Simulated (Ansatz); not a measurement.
# Run report: BSiNH$_{5}$OF, geometry relaxation

BSiNH$_{5}$OF, SMILES NB(F)O[SiH3], computed with RKS PBE-D4/def2-SVP (Ansatz 0.2.0).

The geometry: force-field start. Figures and captions count atoms from 1; the log counts them from 0 in places.

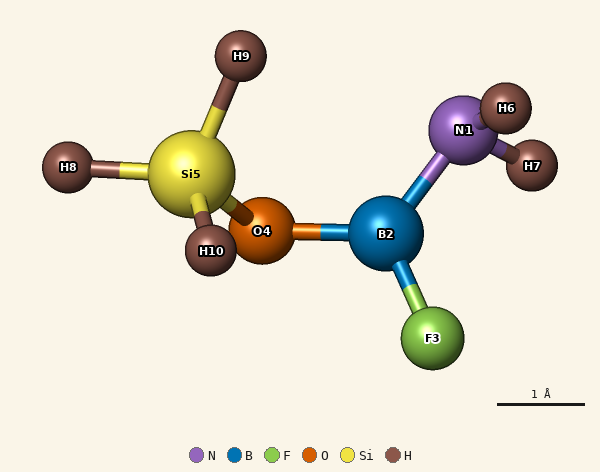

Fig. 1: The starting structure (ball-and-stick view, seen at a tilt; atoms are numbered from 1 in the order of the input). Bond lengths as drawn: B–F 1.44 Å, B–N 1.51 Å, B–O 1.46 Å, H–N 1.01 to 1.09 Å, H–Si 1.45 to 1.51 Å and O–Si 1.68 Å.

**Summary**

```csv
quantity,value
outcome,converged
total energy,−14874.7499 eV
mean-field energy,−14874.5675 eV
dispersion energy,−0.1824 eV
SCF solution under orbital rotations,stable
largest force (length of the vector) at the end,0.014 eV/Å
dipole moment,2.77 D
hardware,"4 threads of Arm Neoverse V2, 23 GiB of memory available, shared host"
wall time,15 s (CPU time 53 s)
peak memory,0.18 GiB
```

**Input file**
```yaml
crystal:
  periodic: [false, false, false]
  atoms:
    - {symbol: N, position_ang: [-1.240700, 0.603400, 1.204600]}
    - {symbol: B, position_ang: [-0.445800, 0.874000, -0.051200]}
    - {symbol: F, position_ang: [0.298400, 2.093200, -0.197500]}
    - {symbol: O, position_ang: [-0.402800, -0.079400, -1.151000]}
    - {symbol: Si, position_ang: [0.815000, -1.195200, -0.861200]}
    - {symbol: H, position_ang: [-0.640500, 0.684000, 2.009800]}
    - {symbol: H, position_ang: [-1.898500, 1.473800, 1.288600]}
    - {symbol: H, position_ang: [0.882800, -2.183600, -1.915600]}
    - {symbol: H, position_ang: [0.613600, -1.850500, 0.488700]}
    - {symbol: H, position_ang: [2.101600, -0.470800, -0.812400]}
basis:
  gaussian: {orbitals: def2-SVP}
hamiltonian: {xc: pbe, dispersion: d4}
relax: {f_tol: 0.03, max_steps: 200}
```

Launched with:
```bash
ansatz run in.yaml --threads 4 --pin off --events-out ev --progress --plain --max-ram 10444MiB
```

**Log**
```
Functional definition: PBE
  name "PBE"
  cite "Perdew, Burke & Ernzerhof, Phys. Rev. Lett. 77, 3865 (1996) doi:10.1103/PhysRevLett.77.3865"
  parent pbe
  parameter kappa = 0.804
  parameter beta = 0.06672455060314922
  exchange = pbe_x(kappa = kappa, mu = beta*pi^2/3)
  correlation = pbe_c(beta = beta)
1103 factors; their error is unknown
mean field evaluation 1: about -14862.9996 eV, gradient 7.4e1 eV
mean field evaluation 2: about -14827.3759 eV, gradient 1.5e2 eV
mean field evaluation 4: about -14872.9107 eV, gradient 1.3e1 eV
mean field evaluation 8: about -14873.1818 eV, gradient 2.7e-1 eV
mean field evaluation 16: about -14873.1175 eV, gradient 1.3e-4 eV
mean field -14873.11745528 eV, -546.5769851205 hartree, gradient 2.7e-5 eV, S^2 0.000000; 0 other end points of the search recorded, 0 dependent functions left out
the calculation of the forces begins
reference -14873.11749205 eV, -546.5769864717 hartree; 24, 24 occupied and 75, 75 virtual orbitals, 1103 factors
relax step   1: F+E_penalty+E_count = -14873.29917887 eV  Δ(F+E_penalty+E_count) = +0.000e0 eV  max|allowed force component| = 2.381e0 eV/Å  Δτ_max = 0.0000 Å  (28 SCF iters, accepted)
these checks for a lower state are left out or cut short: starts, cluster_reference, orbital_swaps, neighbouring_geometries, increment
1103 factors; their error is unknown
mean field -14873.52005497 eV, -546.5917803862 hartree, gradient 1.2e-5 eV, S^2 0.000000; 0 other end points of the search recorded, 0 dependent functions left out
[... from here on the field's lines of each further geometry are left out, up to the last ...]
relax step   2: F+E_penalty+E_count = -14873.70148700 eV  Δ(F+E_penalty+E_count) = -4.023e-1 eV  max|allowed force component| = 1.270e0 eV/Å  Δτ_max = 0.0951 Å  (29 SCF iters, accepted)
relax step   3: F+E_penalty+E_count = -14873.79105645 eV  Δ(F+E_penalty+E_count) = -8.957e-2 eV  max|allowed force component| = 8.649e-1 eV/Å  Δτ_max = 0.1119 Å  (29 SCF iters, accepted)
relax step   4: F+E_penalty+E_count = -14873.88309192 eV  Δ(F+E_penalty+E_count) = -9.204e-2 eV  max|allowed force component| = 5.789e-1 eV/Å  Δτ_max = 0.1089 Å  (30 SCF iters, accepted)
relax step   5: F+E_penalty+E_count = -14873.98139782 eV  Δ(F+E_penalty+E_count) = -9.831e-2 eV  max|allowed force component| = 5.527e-1 eV/Å  Δτ_max = 0.2000 Å  (34 SCF iters, accepted)
relax step   6: F+E_penalty+E_count = -14874.11658084 eV  Δ(F+E_penalty+E_count) = -1.352e-1 eV  max|allowed force component| = 6.485e-1 eV/Å  Δτ_max = 0.2000 Å  (35 SCF iters, accepted)
relax step   7: F+E_penalty+E_count = -14874.26914117 eV  Δ(F+E_penalty+E_count) = -1.526e-1 eV  max|allowed force component| = 1.398e0 eV/Å  Δτ_max = 0.1953 Å  (36 SCF iters, accepted)
relax step   8: F+E_penalty+E_count = -14874.50789464 eV  Δ(F+E_penalty+E_count) = -2.388e-1 eV  max|allowed force component| = 1.028e0 eV/Å  Δτ_max = 0.2000 Å  (34 SCF iters, accepted)
relax step   9: F+E_penalty+E_count = -14874.68189785 eV  Δ(F+E_penalty+E_count) = -1.740e-1 eV  max|allowed force component| = 4.346e-1 eV/Å  Δτ_max = 0.2000 Å  (34 SCF iters, accepted)
relax step  10: F+E_penalty+E_count = -14874.70795110 eV  Δ(F+E_penalty+E_count) = -2.605e-2 eV  max|allowed force component| = 5.573e-1 eV/Å  Δτ_max = 0.0774 Å  (29 SCF iters, accepted)
relax step  11: F+E_penalty+E_count = -14874.69693429 eV  Δ(F+E_penalty+E_count) = +1.102e-2 eV  max|allowed force component| = 1.313e0 eV/Å  Δτ_max = 0.1502 Å  (30 SCF iters, rejected (line search))
relax step  12: F+E_penalty+E_count = -14874.73860440 eV  Δ(F+E_penalty+E_count) = -3.065e-2 eV  max|allowed force component| = 3.101e-1 eV/Å  Δτ_max = 0.0749 Å  (28 SCF iters, accepted)
relax step  13: F+E_penalty+E_count = -14874.74672444 eV  Δ(F+E_penalty+E_count) = -8.120e-3 eV  max|allowed force component| = 8.633e-2 eV/Å  Δτ_max = 0.0826 Å  (29 SCF iters, accepted)
relax step  14: F+E_penalty+E_count = -14874.74911109 eV  Δ(F+E_penalty+E_count) = -2.387e-3 eV  max|allowed force component| = 1.082e-1 eV/Å  Δτ_max = 0.0262 Å  (29 SCF iters, accepted)
the calculation of the forces begins
reference -14874.56750830 eV, -546.6302735862 hartree; 24, 24 occupied and 75, 75 virtual orbitals, 1103 factors
relax step  15: F+E_penalty+E_count = -14874.74982418 eV  Δ(F+E_penalty+E_count) = -7.131e-4 eV  max|allowed force component| = 1.309e-2 eV/Å  Δτ_max = 0.0218 Å  (29 SCF iters, accepted)
1103 factors; their error is unknown
mean field evaluation 128: about -14874.6196 eV, gradient 2.0e0 eV
```

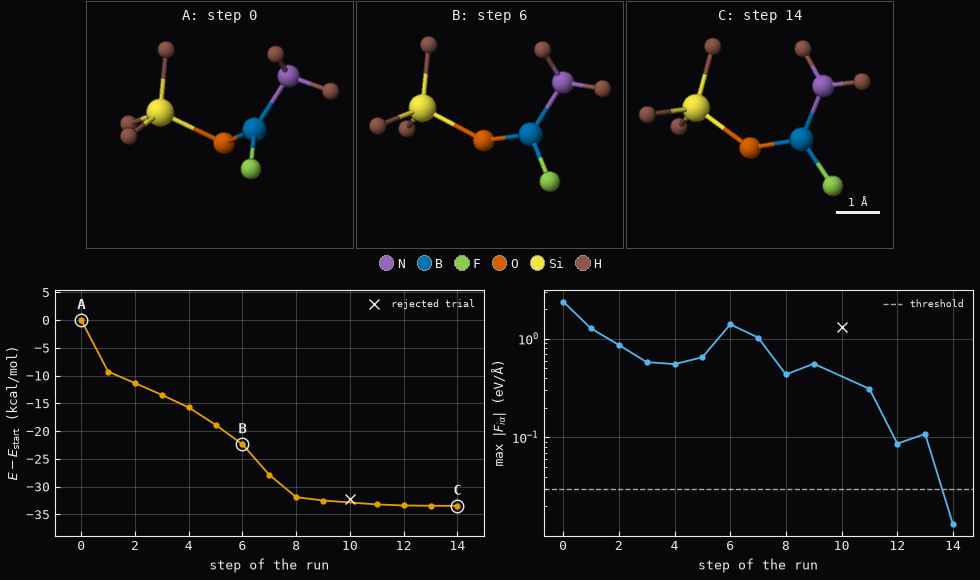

Fig. 2: Frames of the relaxation (ball-and-stick view, seen at a tilt) above the curves, on which the letters mark them (the first geometry is step 0 here and step 1 in the log).

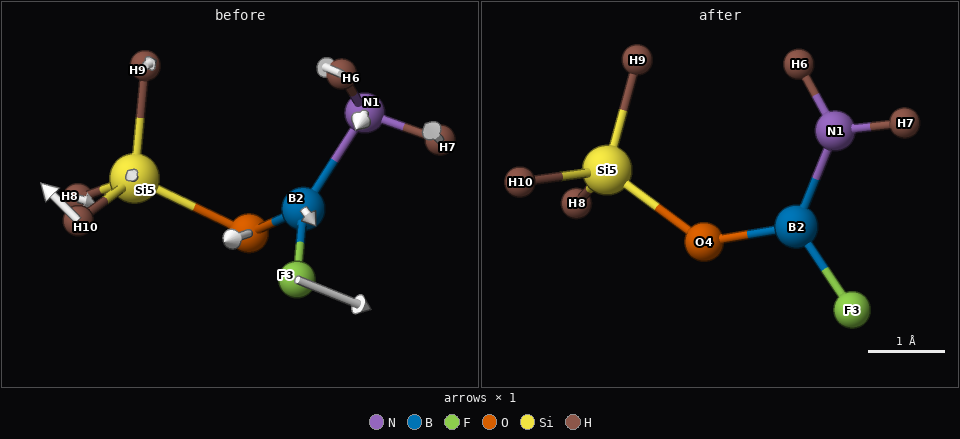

Fig. 3: Before (left) and after (right) the relaxation, at one scale (ball-and-stick view, seen at a tilt). The white arrows give the displacements, at true length. Over 14 geometry steps the energy falls by 33.5 kcal/mol. The largest force component goes from 2.4 to 0.013 eV/Å. The line search rejected the trial step at point 10 (counted from 0) and went back. The atom that moves furthest after the best rigid fit is F3 (1.30 Å). Largest moves by element: F 1.30 Å, O 0.78 Å, H 0.76 Å, N 0.40 Å, B 0.30 Å, Si 0.20 Å. Among the contacts that change: N1–B2 1.511 → 1.413 Å, B2–F3 1.436 → 1.349 Å, B2–O4 1.456 → 1.376 Å, N1–H7 1.094 → 1.019 Å. Among the angles that change: B2–O4–Si5 109.1° → 136.8°, B2–N1–H7 103.7° → 121.7°, B2–N1–H6 109.7° → 123.9°. (Atoms are counted from 1 in the order of the input.)

```
mean field -14874.56747122 eV, -546.6302722235 hartree, gradient 2.1e-5 eV, S^2 0.000000; 1 other end points of the search recorded, 0 dependent functions left out
the calculation of the forces begins
reference -14874.56750830 eV, -546.6302735862 hartree; 24, 24 occupied and 75, 75 virtual orbitals, 1103 factors
Total energy: -14874.74986126 eV, -546.6369749337 hartree
Atom 0 at    -0.954133     0.868969     1.162789 Å, force    -0.001237     0.004951    -0.002702 eV/Å
Atom 1 at    -0.524965     1.143537    -0.154697 Å, force     0.002696    -0.013090     0.004146 eV/Å
Atom 2 at    -0.878421     2.314841    -0.723736 Å, force    -0.001804     0.009387    -0.000746 eV/Å
Atom 3 at     0.241805     0.291307    -0.915575 Å, force    -0.009482     0.007133    -0.002188 eV/Å
Atom 4 at     0.959642    -1.207447    -0.718884 Å, force    -0.001637    -0.009063     0.008165 eV/Å
Atom 5 at    -0.747696     0.003989     1.658035 Å, force    -0.002411    -0.003839     0.001809 eV/Å
Atom 6 at    -1.538324     1.522068     1.681966 Å, force     0.006263    -0.001168    -0.003784 eV/Å
Atom 7 at     0.679312    -2.036229    -1.936851 Å, force     0.001531     0.000263    -0.001630 eV/Å
Atom 8 at     0.403973    -1.912370     0.496302 Å, force     0.002387     0.004895    -0.003836 eV/Å
Atom 9 at     2.441906    -1.039765    -0.546550 Å, force     0.003693     0.000530     0.000766 eV/Å
Dipole moment:    -0.047268    -0.323900     0.474086 e Å
```

**Trajectory as extended XYZ (Å, eV, eV/Å), 10 of the 15 frames kept, from step=1 to step=15**
```
10
Properties=species:S:1:pos:R:3:forces:R:3 step=1 energy=-14873.29918
N    -1.2407    0.6034    1.2046   -1.0246   1.8692  -2.1932
B    -0.4458    0.8740   -0.0512    0.2848   0.4005  -0.7523
F     0.2984    2.0932   -0.1975   -1.4568  -2.3812   0.0640
O    -0.4028   -0.0794   -1.1510   -0.1983   2.2884   2.1472
Si    0.8150   -1.1952   -0.8612    0.2979  -0.2159   0.7596
H    -0.6405    0.6840    2.0098    0.6228   0.1329   0.8512
H    -1.8985    1.4738    1.2886    1.1628  -1.6257  -0.0116
H     0.8828   -2.1836   -1.9156   -0.1454  -0.6667  -0.7507
H     0.6136   -1.8505    0.4887   -0.0384  -0.0082  -0.1437
H     2.1016   -0.4708   -0.8124    0.4952   0.2067   0.0296
10
Properties=species:S:1:pos:R:3:forces:R:3 step=3 energy=-14873.79106
N    -1.2397    0.6503    1.1554   -0.2276  -0.0026   0.2101
B    -0.5205    0.9523   -0.0725    0.8649  -0.5810   0.2451
F     0.1492    2.1052   -0.2220   -0.1509   0.7322  -0.1938
O    -0.2857    0.0159   -1.0429    0.2222  -0.3875   0.0706
Si    0.8719   -1.2143   -0.8146   -0.1702   0.0335  -0.4696
H    -0.6122    0.7376    1.9745   -0.0536  -0.0582  -0.2350
H    -1.9275    1.3909    1.3153   -0.3245   0.1776   0.1600
H     0.7558   -2.1662   -1.9852    0.0047   0.1512   0.2245
H     0.6396   -1.9285    0.4890   -0.0296   0.0063  -0.0214
H     2.2522   -0.5944   -0.7943   -0.1355  -0.0718   0.0094
10
Properties=species:S:1:pos:R:3:forces:R:3 step=4 energy=-14873.88309
N    -1.2462    0.6751    1.1761    0.1502  -0.0948   0.3190
B    -0.4594    0.9492   -0.0212   -0.1464   0.2301  -0.1445
F     0.0677    2.1728   -0.2472   -0.0601   0.1839  -0.0308
O    -0.2316    0.0204   -0.9961    0.5789  -0.4846   0.1713
Si    0.8959   -1.2484   -0.8357   -0.2075   0.1324  -0.3183
H    -0.6618    0.7937    2.0221   -0.0935  -0.1086  -0.1431
H    -1.9713    1.3927    1.2908   -0.1045   0.1226  -0.0065
H     0.7299   -2.1692   -2.0203   -0.0027   0.1263   0.1793
H     0.6720   -1.9763    0.4603   -0.0212  -0.0368  -0.0126
H     2.2878   -0.6611   -0.8259   -0.0933  -0.0704  -0.0138
10
Properties=species:S:1:pos:R:3:forces:R:3 step=6 energy=-14874.11658
N    -1.2612    0.7357    1.1665    0.2765   0.3392   0.2732
B    -0.4777    1.0314   -0.0275   -0.3604   0.3954  -0.3065
F    -0.2637    2.3292   -0.4073   -0.2299  -0.5835   0.0350
O    -0.0428    0.0674   -0.8962    0.6485  -0.1084   0.3430
Si    0.9592   -1.2986   -0.8088   -0.2958   0.2892  -0.2359
H    -0.6722    0.6446    2.0136   -0.2483  -0.3276  -0.2625
H    -1.9173    1.5026    1.3813    0.2425   0.0094  -0.0109
H     0.6964   -2.1123   -2.0456    0.0145   0.0308   0.0994
H     0.6660   -2.1071    0.4250    0.0134   0.0090   0.0180
H     2.3963   -0.8438   -0.7982   -0.0608  -0.0535   0.0473
10
Properties=species:S:1:pos:R:3:forces:R:3 step=7 energy=-14874.26914
N    -1.2819    0.7754    1.1352    0.8234   0.5361   1.3978
B    -0.5054    1.0763   -0.0548   -0.2435   0.0961  -0.2910
F    -0.4250    2.3736   -0.4880   -0.1628  -0.7418   0.0054
O     0.0543    0.1079   -0.8606    0.4390   0.0988   0.4932
Si    0.9863   -1.3090   -0.7860   -0.3272   0.5213  -0.2846
H    -0.6899    0.4554    1.9687   -1.0749   0.1192  -1.3458
H    -1.8380    1.5996    1.4672    0.5983  -0.5923  -0.2127
H     0.6764   -2.0967   -2.0334    0.0351   0.0410   0.1550
H     0.6626   -2.1191    0.4400    0.0168   0.0124   0.0217
H     2.4438   -0.9144   -0.7856   -0.1042  -0.0908   0.0609
10
Properties=species:S:1:pos:R:3:forces:R:3 step=9 energy=-14874.68190
N    -1.1405    0.8674    1.1684    0.4346   0.0801  -0.0331
B    -0.5490    1.1074   -0.1061   -0.0551  -0.1359   0.0553
F    -0.7640    2.3084   -0.6893   -0.0740  -0.0949  -0.0385
O     0.1871    0.1965   -0.8257    0.0328   0.1278   0.1521
Si    0.9912   -1.2676   -0.7537   -0.0747   0.0810  -0.0195
H    -0.7437    0.1903    1.8313   -0.3090   0.1279  -0.2523
H    -1.6030    1.6638    1.6141    0.0613  -0.1605   0.0976
H     0.7085   -2.0053   -2.0286    0.0081  -0.0300   0.0186
H     0.5261   -2.0903    0.4227    0.0083   0.0118   0.0025
H     2.4703   -1.0216   -0.6303   -0.0325  -0.0072   0.0173
10
Properties=species:S:1:pos:R:3:forces:R:3 step=10 energy=-14874.70795
N    -1.0652    0.8719    1.1525   -0.0330   0.1001   0.5573
B    -0.5477    1.1358   -0.1289    0.0110  -0.1407   0.0335
F    -0.8256    2.3081   -0.7338   -0.0765   0.0215  -0.0334
O     0.2063    0.2308   -0.8128    0.4175  -0.2380  -0.4193
Si    0.9772   -1.2508   -0.7350   -0.0954   0.1578   0.0003
H    -0.7177    0.1404    1.7782   -0.1272   0.0421  -0.2742
H    -1.5756    1.6012    1.6439   -0.0856   0.0795   0.1075
H     0.7035   -1.9920   -2.0093   -0.0014  -0.0164  -0.0015
H     0.4706   -2.0615    0.4323    0.0107   0.0034   0.0146
H     2.4574   -1.0351   -0.5842   -0.0200  -0.0094   0.0151
10
Properties=species:S:1:pos:R:3:forces:R:3 step=12 energy=-14874.73860
N    -1.0151    0.8985    1.1693   -0.0125  -0.1565   0.3101
B    -0.5523    1.1297   -0.1395    0.1629   0.1272   0.0045
F    -0.8669    2.2967   -0.7395   -0.0673  -0.0039  -0.0841
O     0.2337    0.2557   -0.8445    0.0525  -0.0841  -0.1816
Si    0.9759   -1.2369   -0.7374   -0.0218   0.0258   0.0664
H    -0.7433    0.0900    1.7292   -0.0697   0.0430  -0.0872
H    -1.5583    1.5912    1.6808   -0.0174   0.0207  -0.0231
H     0.7086   -2.0099   -1.9950   -0.0102   0.0195  -0.0032
H     0.4442   -2.0148    0.4420   -0.0077  -0.0013   0.0078
H     2.4567   -1.0514   -0.5626   -0.0089   0.0095  -0.0096
10
Properties=species:S:1:pos:R:3:forces:R:3 step=13 energy=-14874.74672
N    -0.9772    0.8841    1.1676    0.0164  -0.0133   0.0091
B    -0.5368    1.1450   -0.1486    0.0638  -0.0064   0.0093
F    -0.8777    2.3051   -0.7481   -0.0393  -0.0081   0.0462
O     0.2447    0.2805   -0.8776    0.0012   0.0065  -0.0863
Si    0.9654   -1.2186   -0.7220   -0.0057  -0.0099   0.0187
H    -0.7357    0.0318    1.6711   -0.0459   0.0394   0.0093
H    -1.5498    1.5414    1.6947    0.0086  -0.0145  -0.0236
H     0.6883   -2.0204   -1.9605   -0.0053   0.0110   0.0203
H     0.4134   -1.9507    0.4791    0.0126  -0.0018  -0.0103
H     2.4485   -1.0491   -0.5529   -0.0063  -0.0028   0.0073
10
Properties=species:S:1:pos:R:3:forces:R:3 step=15 energy=-14874.74982
N    -0.9541    0.8690    1.1628   -0.0012   0.0050  -0.0027
B    -0.5250    1.1435   -0.1547    0.0027  -0.0131   0.0041
F    -0.8784    2.3148   -0.7237   -0.0018   0.0094  -0.0007
O     0.2418    0.2913   -0.9156   -0.0095   0.0071  -0.0022
Si    0.9596   -1.2074   -0.7189   -0.0016  -0.0091   0.0082
H    -0.7477    0.0040    1.6580   -0.0024  -0.0038   0.0018
H    -1.5383    1.5221    1.6820    0.0063  -0.0012  -0.0038
H     0.6793   -2.0362   -1.9369    0.0015   0.0003  -0.0016
H     0.4040   -1.9124    0.4963    0.0024   0.0049  -0.0038
H     2.4419   -1.0398   -0.5465    0.0037   0.0005   0.0008
```

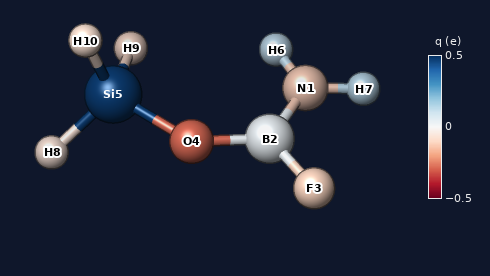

Fig. 4: Mulliken charges, as the colour of each atom (ball-and-stick view, seen at a tilt; atoms are numbered from 1 in the order of the input; Mulliken charges depend strongly on the basis). By element: N −0.12, B +0.03, F −0.11, O −0.28, Si +0.47 and H −0.10 to +0.13 e.
